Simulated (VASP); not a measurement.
Band structure of BN (space group P6_3mc). Method: PBE GGA, VASP's PBE PAW potentials (set 64) (plane waves; VASP).

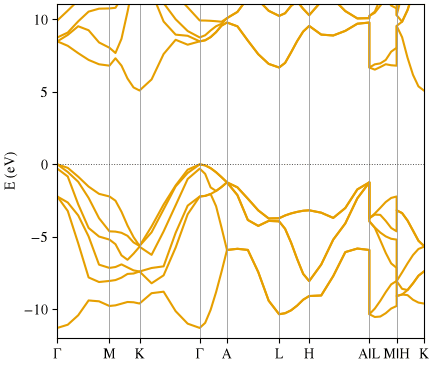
*Bands along high-symmetry lines, zero at the valence-band maximum or, without a gap, the Fermi level*

**Question.** Read the plot: is there a gap, and where are the band edges?

**Answer.** The gap is indirect, 5.10 eV, from the valence maximum at Γ to the conduction minimum at K.

The structure comes from a computed database's BN entry; how it stands against other phases isn't given here. The cell was not relaxed at this level.
